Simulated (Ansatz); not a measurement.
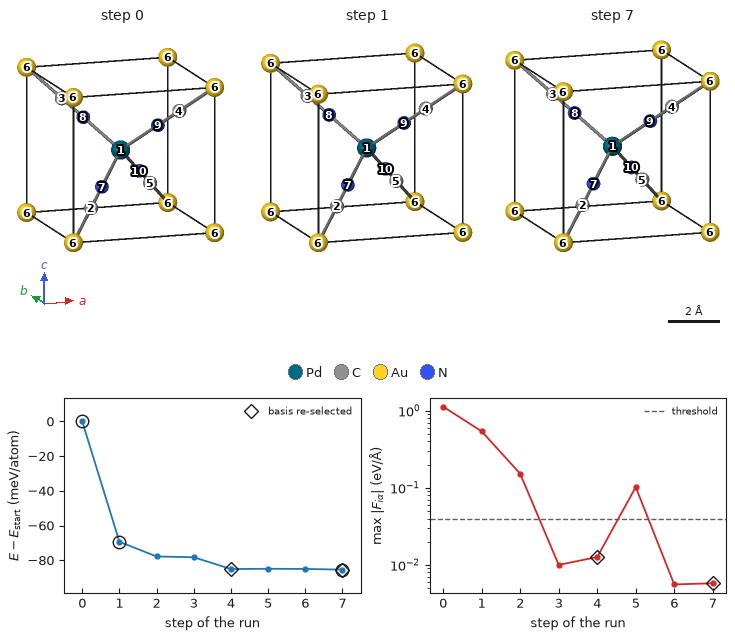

Frames of a relaxation of solid PdAuC4N4 (a generated structure, set up in P-43m) (coarse preliminary run), marked on the history of the run. The picture is a ball-and-stick view of the cell of the calculation, seen slightly off an axis.

Level of theory: Ansatz, DFT PBE, scalar-relativistic, plane waves, PAW. (plane-wave cutoff 420 eV; k-point mesh 4 × 4 × 4; occupations gaussian; smearing width 0.1 eV; collinear spin; cell and atoms relaxed; force threshold 0.04 eV/Å; at most 70 steps)

Question: What happens along the run?

Answer: Over 5 accepted moves (7 points after the start) the energy falls by 85.4 meV per atom. Largest force component: 1.1 eV/Å at the start, 0.0058 eV/Å at the end. Pressure: 7.50 GPa at the start and 0.00 GPa at the end. At 2 points the geometry stayed and the basis and grid were re-selected for the new cell (energy shift of 6.8 meV per atom at most each time). The largest moves relative to the cell, 0.091 Å, are those of C2, C3, C4 and C5. C2 goes along [1 1 1]. By element the largest moves are C 0.091 Å, N 0.049 Å. Au and Pd stay in place. Cell: a = b = c 5.909 → 6.144 Å (+4.0 %). Volume +12.5 %. Near-neighbour distances that change, for instance: C2–Au6 1.917 → 2.084 Å, Pd1–N10 2.030 → 2.062 Å, C2–N7 1.170 → 1.175 Å. The space group stays P-43m (No. 215). From step 0 to 1: C atoms move most (0.05 Å), volume +7.0 %, energy −69.3 meV per atom. From step 1 to 7: C atoms move most (0.04 Å), volume +5.1 %, energy −16.0 meV per atom.
